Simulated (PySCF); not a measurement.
**C₆H₆Cl₂O₃: a changed input and its effect**

System: C₆H₆Cl₂O₃.
Method of run A: GIAO PBE0/pcSseg-1 NMR shielding, non-relativistic, IEF-PCM benzene (PySCF 2.14.0).

The geometry comes from this level: PBE0-D3(BJ)/def2-SVP. Text and figures count atoms from 1; the logs count them from 0 in places.

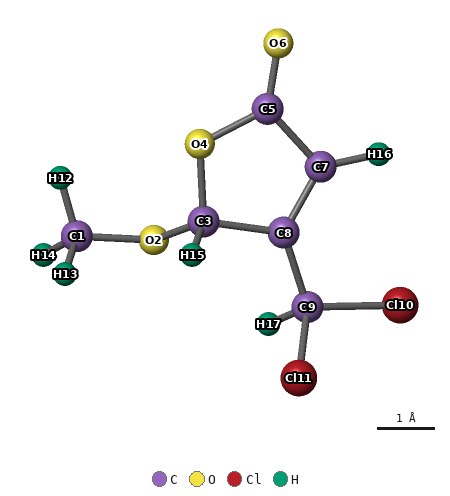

**Figure 1.** The structure (ball-and-stick view, seen at a tilt; atoms are numbered from 1 in the order of the input). Bond lengths as drawn: C–C 1.33 to 1.51 Å, C–Cl 1.77 to 1.79 Å, C–H 1.09 to 1.11 Å and C–O 1.19 to 1.41 Å.

## Input, run A
```
{"job": {"kind": "nmr", "xc": "PBE0", "basis": "pcSseg-1", "solvent": "benzene", "pop": true}, "charge": 0, "multiplicity": 1}
C      2.462105    -0.528652    -0.637533
O      1.230328    -0.608335     0.042171
C      0.252473     0.211142    -0.462105
O      0.532470     1.582744    -0.258262
C     -0.428325     2.159562     0.521942
O     -0.409122     3.309645     0.832770
C     -1.422725     1.108214     0.859200
C     -1.029249    -0.033231     0.295080
C     -1.595388    -1.402100     0.376553
Cl    -3.004429    -1.497669     1.439772
Cl    -1.985107    -1.983194    -1.272535
H      2.902080     0.477349    -0.547604
H      2.341134    -0.773569    -1.708474
H      3.135250    -1.262089    -0.174827
H      0.126932     0.061843    -1.553560
H     -2.290630     1.285539     1.490935
H     -0.833727    -2.090430     0.767208
```

The first line tells a small driver script what to run in PySCF; the rest is the geometry in Å.

Launched with:
```bash
OMP_NUM_THREADS=1 python <driver script> task.json out
```

Hardware: 1 CPU thread, shared host.

## Output (run A)
```
coarse grid: 16744 points
cycle   1  E = -1377.0962871934  dE =  2.087e+00  |g| = 1.066e+00  |ddm| = 4.029e+00
cycle   2  E = -1376.5980410038  dE =  4.982e-01  |g| = 1.923e+00  |ddm| = 2.595e+00
cycle   3  E = -1377.2990241856  dE = -7.010e-01  |g| = 2.851e-01  |ddm| = 1.933e+00
cycle   4  E = -1377.3130280716  dE = -1.400e-02  |g| = 1.059e-01  |ddm| = 2.964e-01
cycle   5  E = -1377.3148312127  dE = -1.803e-03  |g| = 2.484e-02  |ddm| = 8.280e-02
cycle   6  E = -1377.3149609232  dE = -1.297e-04  |g| = 8.024e-03  |ddm| = 3.206e-02
cycle   7  E = -1377.3149720536  dE = -1.113e-05  |g| = 3.135e-03  |ddm| = 8.163e-03
cycle   8  E = -1377.3149740364  dE = -1.983e-06  |g| = 7.444e-04  |ddm| = 3.130e-03
final grid: 156600 points
cycle   9  E = -1377.4111114719  dE = -3.078e-05  |g| = 1.641e-02  |ddm| = 3.813e-02
cycle  10  E = -1377.4110423245  dE =  6.915e-05  |g| = 2.548e-02  |ddm| = 3.049e-02
cycle  11  E = -1377.4111572161  dE = -1.149e-04  |g| = 2.824e-03  |ddm| = 2.018e-02
cycle  12  E = -1377.4111585259  dE = -1.310e-06  |g| = 8.324e-04  |ddm| = 2.434e-03
cycle  13  E = -1377.4111586427  dE = -1.168e-07  |g| = 1.647e-04  |ddm| = 7.240e-04
cycle  14  E = -1377.4111586480  dE = -5.320e-09  |g| = 4.671e-05  |ddm| = 1.508e-04
cycle  15  E = -1377.4111586484  dE = -3.633e-10  |g| = 1.835e-05  |ddm| = 4.946e-05
converged SCF energy = -1377.4111586484

GIAO shielding tensors (ppm)
atom      isotropic    diamagn.    paramagn.     s11        s22        s33       span
  0 C      126.380     242.601    -116.221     93.326    103.038    182.776     89.451
  1 O      269.672     398.812    -129.140    205.271    290.159    313.587    108.317
  2 C       82.467     242.771    -160.304     59.706     85.239    102.454     42.748
  3 O       86.072     403.615    -317.543    -77.480    147.096    188.600    266.080
  4 C       13.139     247.128    -233.989    -79.798     42.263     76.953    156.751
  5 O      -90.623     396.234    -486.857   -350.603   -215.364    294.098    644.700
  6 C       54.562     250.941    -196.379    -43.892     67.317    140.261    184.153
  7 C       13.035     264.723    -251.688   -100.591     17.482    122.213    222.805
  8 C      107.306     237.035    -129.729     63.816    125.287    132.815     69.000
  9 Cl     707.097    1144.947    -437.850    432.585    665.236   1023.469    590.885
 10 Cl     661.018    1145.186    -484.168    369.823    595.499   1017.733    647.910
 11 H       27.388      27.852      -0.464     22.376     25.803     33.985     11.609
 12 H       27.908      27.489       0.420     23.870     25.821     34.034     10.165
 13 H       27.444      27.063       0.381     23.399     24.901     34.031     10.632
 14 H       25.751      29.786      -4.035     22.674     26.146     28.433      5.759
 15 H       24.839      30.715      -5.876     21.874     22.825     29.817      7.943
 16 H       24.855      25.785      -0.930     20.473     24.591     29.501      9.028
```

The input of run B differs as follows (lines with − go, lines with + come):
```diff
-"solvent": "benzene"
-"pop": true
+"solvent": "methanol"
+"pop": false
```

How does run B compare with run A?

The total energy of run B is 4.3 kcal/mol lower: the change of the electrostatic solvation energy at this fixed geometry, without cavity or dispersion terms. The LUMO goes from −2.14 to −2.08 eV. The dipole moment goes from 3.81 to 4.32 D. Of all shieldings, the largest change is that of O6, by +21.6 ppm. The SCF takes 14 iterations against 15.

## Output (run B)
```
coarse grid: 16744 points
cycle   1  E = -1377.1115553651  dE =  2.072e+00  |g| = 1.051e+00  |ddm| = 4.027e+00
cycle   2  E = -1376.7045417091  dE =  4.070e-01  |g| = 1.800e+00  |ddm| = 2.346e+00
cycle   3  E = -1377.3108477806  dE = -6.063e-01  |g| = 2.400e-01  |ddm| = 1.678e+00
cycle   4  E = -1377.3202626644  dE = -9.415e-03  |g| = 9.715e-02  |ddm| = 2.444e-01
cycle   5  E = -1377.3217836822  dE = -1.521e-03  |g| = 2.107e-02  |ddm| = 7.326e-02
cycle   6  E = -1377.3218752025  dE = -9.152e-05  |g| = 6.918e-03  |ddm| = 2.582e-02
cycle   7  E = -1377.3218840933  dE = -8.891e-06  |g| = 2.535e-03  |ddm| = 6.887e-03
final grid: 156600 points
cycle   8  E = -1377.4179990258  dE = -2.989e-05  |g| = 1.601e-02  |ddm| = 3.706e-02
cycle   9  E = -1377.4179294708  dE =  6.956e-05  |g| = 2.484e-02  |ddm| = 3.185e-02
cycle  10  E = -1377.4180449248  dE = -1.155e-04  |g| = 2.318e-03  |ddm| = 2.082e-02
cycle  11  E = -1377.4180458462  dE = -9.213e-07  |g| = 7.172e-04  |ddm| = 2.107e-03
cycle  12  E = -1377.4180459331  dE = -8.698e-08  |g| = 1.641e-04  |ddm| = 6.119e-04
cycle  13  E = -1377.4180459380  dE = -4.836e-09  |g| = 5.382e-05  |ddm| = 1.476e-04
cycle  14  E = -1377.4180459385  dE = -4.979e-10  |g| = 2.152e-05  |ddm| = 5.684e-05
converged SCF energy = -1377.4180459385

GIAO shielding tensors (ppm)
atom      isotropic    diamagn.    paramagn.     s11        s22        s33       span
  0 C      126.338     242.696    -116.358     93.094    102.550    183.369     90.275
  1 O      270.733     399.050    -128.318    206.149    291.726    314.323    108.174
  2 C       82.233     242.847    -160.614     59.539     85.103    102.057     42.518
  3 O       84.751     404.250    -319.499    -80.983    146.748    188.487    269.469
  4 C       11.013     247.375    -236.362    -78.327     42.126     69.241    147.568
  5 O      -69.021     396.947    -465.968   -312.927   -191.297    297.160    610.087
  6 C       55.001     250.775    -195.773    -42.285     66.619    140.670    182.955
  7 C       11.549     264.812    -253.264   -102.383     14.772    122.256    224.639
  8 C      107.139     237.132    -129.993     64.049    124.820    132.549     68.500
  9 Cl     709.706    1145.000    -435.295    434.961    668.778   1025.377    590.416
 10 Cl     662.826    1145.212    -482.385    368.908    599.911   1019.660    650.753
 11 H       27.437      27.896      -0.460     22.407     25.825     34.077     11.670
 12 H       27.723      27.300       0.423     23.701     25.617     33.850     10.150
 13 H       27.361      26.965       0.396     23.313     24.787     33.984     10.671
 14 H       25.558      29.570      -4.012     22.470     25.922     28.283      5.813
 15 H       24.705      30.507      -5.802     21.620     22.863     29.632      8.011
 16 H       24.688      25.525      -0.837     20.318     24.382     29.364      9.046
```

## The two runs side by side

```tsv
quantity	run A	run B
outcome	converged	converged
total energy (hartree)	−1377.411159	−1377.418046
HOMO (eV)	−8.45	−8.43
LUMO (eV)	−2.14	−2.08
dipole moment (D)	3.81	4.32
shielding of O2 (ppm)	269.7	270.7
shielding of O4 (ppm)	86.1	84.8
shielding of C5 (ppm)	13.1	11.0
shielding of O6 (ppm)	−90.6	−69.0
shielding of C8 (ppm)	13.0	11.5
shielding of Cl10 (ppm)	707.1	709.7
shielding of Cl11 (ppm)	661.0	662.8
SCF iterations	15	14
basis functions	231	231
wall time (shared host)	40 s	36 s
```
